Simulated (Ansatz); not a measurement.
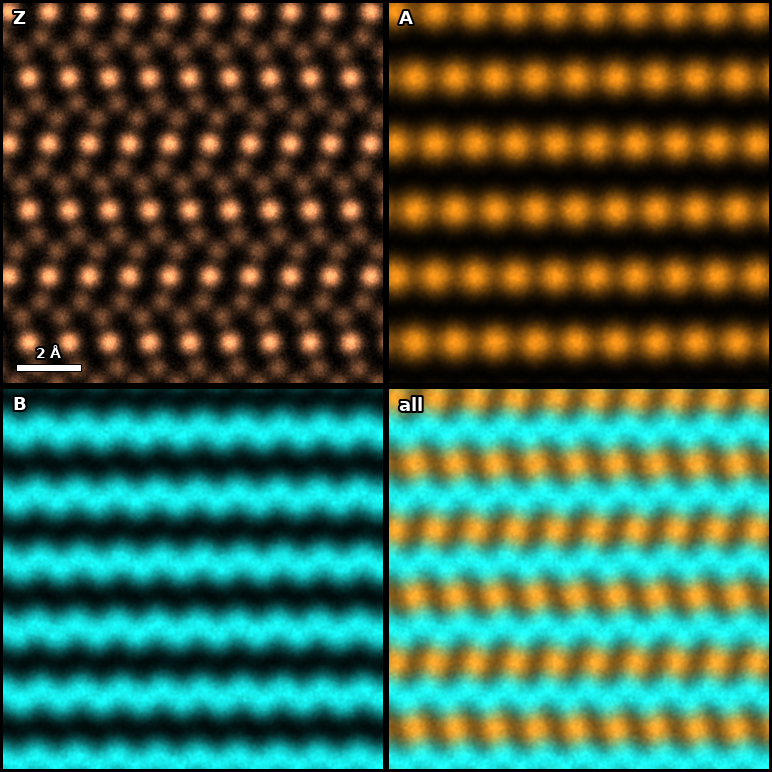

SiO2 (P4_2/mnm, No. 136) along [201]. Panel Z: The image is simulated as a sum over atoms of Z^1.6, blurred by a 0.53 Å probe (no channelling). The probe carries 25 % of its weight in a tail 2.5 times as wide. Shot noise was added. The other panels are simulated element maps (the number of atoms of one element along the beam, blurred by 0.9 Å, with counting noise; each on its own scale, no channelling); the last overlays them. Structure: a calculation's input that goes back to an entry of the Crystallography Open Database (an earlier step may have relaxed or displaced it).

```cif
data_structure
_symmetry_space_group_name_H-M 'P 1'
_symmetry_Int_Tables_number 1
_cell_length_a 4.1801
_cell_length_b 4.1801
_cell_length_c 2.6678
_cell_angle_alpha 90.000
_cell_angle_beta 90.000
_cell_angle_gamma 90.000
_cell_volume 46.62
loop_
_atom_site_label
_atom_site_type_symbol
_atom_site_fract_x
_atom_site_fract_y
_atom_site_fract_z
_atom_site_occupancy
Si1 Si 0.00000 0.00000 0.00000 1
Si2 Si 0.50000 0.50000 0.50000 1
O1 O 0.30670 0.30670 0.00000 1
O2 O 0.19330 0.80670 0.50000 1
O3 O 0.69330 0.69330 0.00000 1
O4 O 0.80670 0.19330 0.50000 1
```

Question: Which element does each lettered map show?

Answer: A: Si, B: O. The projected cell (1.27 × 4.18 Å, 90°) holds 6 columns: 4 of O and 2 of Si. No column is shared by two of the mapped elements.
